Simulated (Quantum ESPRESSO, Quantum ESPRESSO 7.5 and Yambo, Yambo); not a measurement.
**Excitons of Te2Mo (P6_3/mmc) on ever denser meshes**

Aim: the absorption spectrum of Te2Mo (P6_3/mmc) with electron-hole interaction, and what each part of the kernel does.

Main program and level: Quantum ESPRESSO 7.5 and Yambo 5.3.0; PBE and many-body steps on it, plane waves.

## (1) Starting point

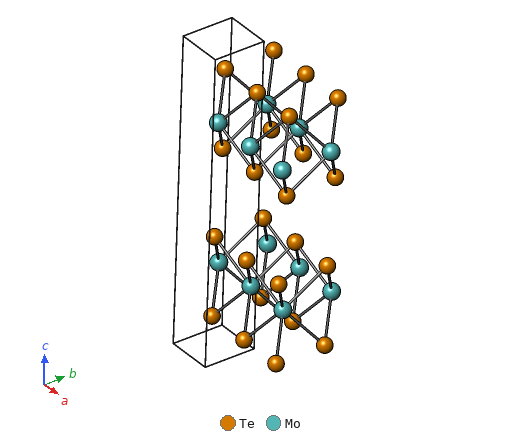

The cell as given, slightly off an axis (tellurium orange, molybdenum teal). 3×2×1 cells are drawn.

The cell and positions come from the Crystallography Open Database and are kept as given unless a step says otherwise. Spin-orbit coupling is left out unless a step names it.

## (2) Empty states on the mesh, 3×3×1 mesh, 182 bands

This step: Quantum ESPRESSO 7.5; DFT, PBE, plane waves, norm-conserving pseudopotentials.

The sums over transitions need many empty states on a uniform mesh; this step solves for them.

pw.in reads:

```
&control
  calculation = 'nscf'
  prefix = 'x'
  outdir = 'o'
  pseudo_dir = 'pseudo'
/
&system
  ibrav = 0
  nat = 6
  ntyp = 2
  ecutwfc = 88.0
  nbnd = 182
  force_symmorphic = .true.
/
&electrons
  conv_thr = 1e-9
  electron_maxstep = 80
  diago_full_acc = .true.
  diago_thr_init = 5e-6
/
ATOMIC_SPECIES
  Te 127.6 Te.upf
  Mo 95.95 Mo.upf
CELL_PARAMETERS angstrom
  3.5182000000 -0.0000000000 0.0000000000
  -1.7591000000 3.0468505756 0.0000000000
  0.0000000000 0.0000000000 13.9736000000
ATOMIC_POSITIONS crystal
  Te 0.3333333333 0.6666666667 0.6210000000
  Te 0.6666666667 0.3333333333 0.1210000000
  Te 0.3333333333 0.6666666667 0.8790000000
  Te 0.6666666667 0.3333333333 0.3790000000
  Mo 0.3333333333 0.6666666667 0.2500000000
  Mo 0.6666666667 0.3333333333 0.7500000000
K_POINTS automatic
  3 3 1 0 0 0
```

The run is started by

```
$ OMP_NUM_THREADS=1 mpirun -n 8 pw.x -nk 4 -in pw.in > pw.out
```

What it wrote:

```text
Program PWSCF v.7.5 starts

     This program is part of the open-source Quantum ESPRESSO suite
     for quantum simulation of materials; please cite
         "P. Giannozzi et al., J. Phys.:Condens. Matter 21 395502 (2009);
         "P. Giannozzi et al., J. Phys.:Condens. Matter 29 465901 (2017);
         "P. Giannozzi et al., J. Chem. Phys. 152 154105 (2020);
     in publications or presentations arising from this work. More details at

     Atomic positions and unit cell read from directory:
     o/x.save/

     Message from routine setup:
[...]
-145.4667-145.4667-145.4667-145.4667 -95.5149 -95.5149 -95.5149 -95.5149
[...]
19.1512  19.7453  21.7381  22.2567  22.2567  23.5556  23.5556  23.8736
     [... 11 further rows ...]
    48.6273  49.0150  49.0433  49.1662  50.3709  50.3709  50.4808  50.4808
    51.7525  51.8918  52.2842  52.2842  52.9717  52.9721

     highest occupied, lowest unoccupied level (ev):    13.9010   14.8757

     XML data file, pseudopotentials, collected wavefunctions

=------------------------------------------------------------------------------=
   JOB DONE.
=------------------------------------------------------------------------------=
```

It took 23 s on 8 MPI ranks of Arm Neoverse V2, shared host; peak memory 1.2 GiB; 3 min of CPU time.

Numbers from this step:

```
gap                                                           : 0.9746 eV
k of the valence top                                          : 0, 0, 0
k of the conduction bottom                                    : 0.3333, 0.3333, 0
least direct gap                                              : 1.038 eV
k points computed                                             : 3
lowest point of the top converged band, above the valence top : 39.07 eV
```

On this mesh the gap is 0.975 eV.

The density comes from a self-consistent run that is not shown.

## (3) Conversion and set-up

This step: Yambo 5.3.0; conversion and set-up on PBE, plane waves, norm-conserving pseudopotentials.

The states are converted to the many-body program's format and the q mesh is built.

The run is started by

```
$ (cd o/x.save; p2y > p2y.log; mv SAVE ../..); yambo > setup.log
```

What it wrote:

```text
 Yambo, version 5.3.0

 [02] CORE Variables Setup
 =========================

  [02.01] Unit cells
  ==================

  Cell kind             :  HCP
  Atoms in the cell     :  Te  Mo
  number of Te atoms    :   4
  number of Mo atoms    :  2

  List of atomic masses
  Mass of Te    :  127.6000
  Mass of Mo    :  95.95000

  List of atomic coordinates    : [cc]
  Te1       : -0.33242E-09   3.8385       16.398      order 1
  Te2       :  3.324217  1.919238  3.195160  order 2
  Te3       : -0.33242E-09   3.8385       23.211      order 3
[...]
0.000000  0.000000  0.000000  0.000000  0.000000  0.000000  0.000000  0.000000

 [03] Transferred momenta grid and indexing
 ==========================================

 IBZ Q-points                                      :  3
 BZ  Q-points                                      :   9

 K/Q-points units:
 rlu = crystal or reduced units; cc = cartesian coordinates; iku = interal k-units

 Q [1]          [rlu]:  0.000000  0.000000  0.000000
 Q [2]          [rlu]:  0.88392E-16  0.33333       0.0000
 Q [3]          [rlu]:  0.333333  0.333333  0.000000

  [03.01] X indexes
  =================

   [03.01.01] Sigma indexes
   ========================

 [06] Game Over & Game summary
```

Elapsed: 2.4 s, on 1 MPI rank; peak memory 0.25 GiB.

## (4) Screening and self-energy, 3×3×1 mesh, 182 bands, screening to 95.2 eV

Now the one-shot GW correction: screening in the RPA, then the self-energy of the levels asked for.

This step: G0W0 on PBE, plane waves, norm-conserving pseudopotentials.

gw1.in reads:

```
HF_and_locXC
gw0
dyson
ppa
em1d
rim_cut
RandQpts= 1000000
RandGvec= 1 RL
EXXRLvcs= 88 Ry
VXCRLvcs= 352 Ry
Chimod= "HARTREE"
% BndsRnXp
 1 | 182 |
%
NGsBlkXp= 7 Ry
% LongDrXp
 1 | 1 | 1 |
%
% GbndRnge
 1 | 182 |
%
DysSolver= "n"
ExtendOut
PPAPntXp= 27.21138 eV
% QPkrange
 1 | 1 | 61 | 64 |
 3 | 3 | 61 | 64 |
%
```

The run is started by

```
$ OMP_NUM_THREADS=2 mpirun -n 4 yambo -F gw1.in -J gw1 -C gw1 > gw1.log
```

What it wrote:

```text
 Yambo, version 5.3.0

 [02] CORE Variables Setup
 =========================

  [... cell, symmetries and grids as in the set-up ...]

  [02.05] Energies & Occupations
  ==============================

  [X] === General ===
  [X] Electronic Temperature                        :  0.000000  0.000000 [eV K]
  [X] Bosonic    Temperature                        :  0.000000  0.000000 [eV K]
  [X] Finite Temperature mode                       : no
  [X] El. density                                   :  0.82783E+24 [cm-3]
[...]
QP @ state[ 1 ] b range                          :   61   64
   QP @ state[ 2 ] K range                          :  3  3
   QP @ state[ 2 ] b range                          :   61   64
   GF energies kind                                 : Perdew, Burke & Ernzerhof(X)+Perdew, Burke & Ernzerhof(C)
   GF WF`s kind                                     : Perdew, Burke & Ernzerhof(X)+Perdew, Burke & Ernzerhof(C)
   Xs energies kind                                 : Perdew, Burke & Ernzerhof(X)+Perdew, Burke & Ernzerhof(C)
   Xs WF`s kind                                     : Perdew, Burke & Ernzerhof(X)+Perdew, Burke & Ernzerhof(C)

 [11] Game Over & Game summary
```

Elapsed: 41 s, on 4 MPI ranks; peak memory 3.3 GiB.

This step gave:

- G0W0 gap on the points computed: 1.425 eV
- starting gap on the mesh: 0.9746 eV
- k of the valence top: 0, 0, 0
- k of the conduction bottom: 0.3333, 0.3333, 0
- least direct G0W0 gap on the computed points: 1.471 eV

The gap on the mesh goes from 0.97 eV to 1.42 eV, a correction of +0.45 eV.

The gap opens by 0.450 eV; the next steps shift the empty bands rigidly by 0.433 eV, the correction at the start's least direct gap.

## (5) Empty states on the mesh, 3×3×1 mesh, 97 bands

This step: Quantum ESPRESSO 7.5; DFT, PBE, plane waves, norm-conserving pseudopotentials.

pw.in: that of step 2 with these lines changed.

```diff
@@ -11,3 +11,3 @@
   ecutwfc = 88.0
-  nbnd = 182
+  nbnd = 97
   force_symmorphic = .true.
```

The run is started by

```
$ OMP_NUM_THREADS=1 mpirun -n 8 pw.x -nk 4 -in pw.in > pw.out
```

What it wrote:

```text
[banner, memory and clock lines left out]
Program PWSCF v.7.5 starts

     Atomic positions and unit cell read from directory:
     o/x.save/

     Message from routine setup:
     using ibrav=0 with symmetry is DISCOURAGED, use correct ibrav instead

     Message from routine divide_et_impera:
     suboptimal parallelization: some nodes have no k-points

     bravais-lattice index     =            0
     lattice parameter (alat)  =       6.6484  a.u.
     unit-cell volume          =    1010.8264 (a.u.)^3
     number of atoms/cell      =            6
[...]
28.3953

          k = 0.0000 0.3849 0.0000 ( 14113 PWs)   bands (ev):

  -145.4667-145.4667-145.4667-145.4667 -95.5149 -95.5149 -95.5148 -95.5148
[...]
29.1824

          k = 0.3333 0.5774 0.0000 ( 14094 PWs)   bands (ev):

  -145.4667-145.4667-145.4667-145.4667 -95.5149 -95.5149 -95.5149 -95.5149
[...]
24.8374  25.3183  25.7830  25.7830  26.3070  26.3070  26.3304  26.6040
    27.5417  27.8244  27.8244  27.8671  27.8671  29.0184  29.0184  29.9155
    30.2472

     highest occupied, lowest unoccupied level (ev):    13.9010   14.8757

     XML data file, pseudopotentials, collected wavefunctions
```

Run time: 6.1 s. Hardware: 8 MPI ranks; peak memory 0.86 GiB.

This step gave:

```
gap                                                           : 0.9746 eV
k of the valence top                                          : 0, 0, 0
k of the conduction bottom                                    : 0.3333, 0.3333, 0
least direct gap                                              : 1.038 eV
k points computed                                             : 3
lowest point of the top converged band, above the valence top : 14.49 eV
```

On this mesh the gap is 0.975 eV.

## (6) Conversion and set-up

This step: Yambo 5.3.0; conversion and set-up on PBE, plane waves, norm-conserving pseudopotentials.

The run is started by

```
$ (cd o/x.save; p2y > p2y.log; mv SAVE ../..); yambo > setup.log
```

What it wrote:

```text
 Yambo, version 5.3.0

 [02] CORE Variables Setup
 =========================

  [02.01] Unit cells
  ==================

  Cell kind             :  HCP
  Atoms in the cell     :  Te  Mo
  number of Te atoms    :   4
  number of Mo atoms    :  2

  List of atomic masses
  Mass of Te    :  127.6000
  Mass of Mo    :  95.95000

  List of atomic coordinates    : [cc]
  Te1       : -0.33242E-09   3.8385       16.398      order 1
  Te2       :  3.324217  1.919238  3.195160  order 2
  Te3       : -0.33242E-09   3.8385       23.211      order 3
[...]
0.000000  0.000000  0.000000  0.000000  0.000000  0.000000  0.000000  0.000000
   0.000000

 [03] Transferred momenta grid and indexing
 ==========================================

 IBZ Q-points                                      :  3
 BZ  Q-points                                      :   9

 K/Q-points units:
 rlu = crystal or reduced units; cc = cartesian coordinates; iku = interal k-units

 Q [1]          [rlu]:  0.000000  0.000000  0.000000
 Q [2]          [rlu]:  0.88392E-16  0.33333       0.0000
 Q [3]          [rlu]:  0.333333  0.333333  0.000000

  [03.01] X indexes
  =================

   [03.01.01] Sigma indexes
   ========================

 [06] Game Over & Game summary
```

Wall time 2.4 s (1 MPI rank); peak memory 0.25 GiB.

[end of part 1 of 5]

[Paths, hosts, dates, memory and timing lines, banners, echoed tables and standing remarks are left out of the program output.]

[Logs are printed without paths, hosts, clocks, repeated set-up lines and the standing remarks that a program may print on its own settings, such as how far it seeks lower states.]

[Runs of the session that timed out or met a known fault of the program may be left out.]

[Hosts, paths, dates, database ids (printed as entryN), source tags and the programs' standing remarks are cut or masked in the printed files.]
